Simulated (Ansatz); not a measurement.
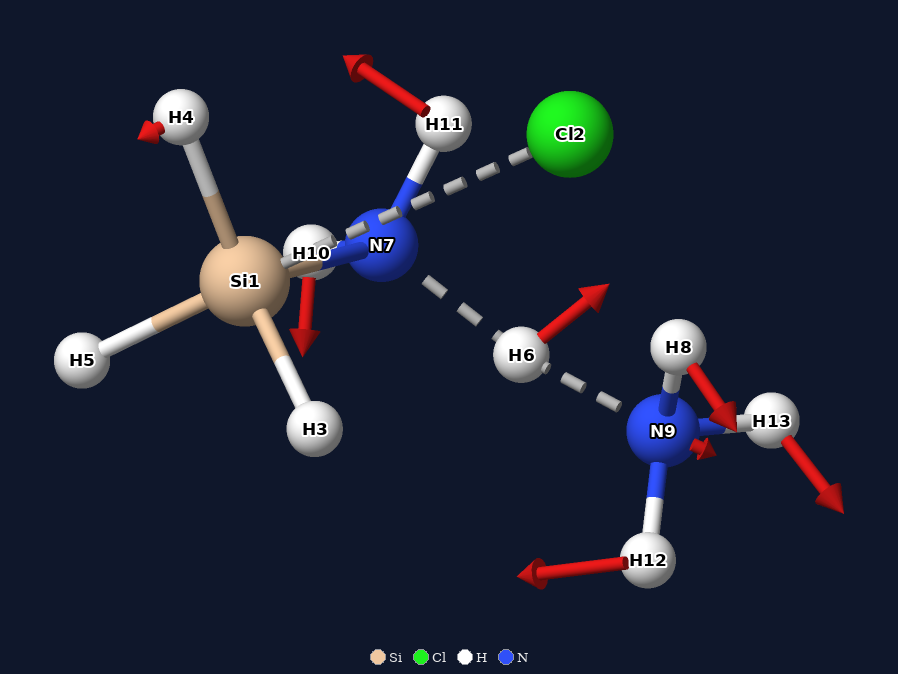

The arrows show one normal mode. Broken sticks mark bonds that form or break. Harmonic vibrations computed with RKS PBE0-D4/def2-TZVP (Ansatz 0.2.0) at a stationary point of the same level. It is a saddle point of order 1.

### At what wavenumber does it lie?

444 cm⁻¹; it is mode 8 of 33 counted from the lowest.
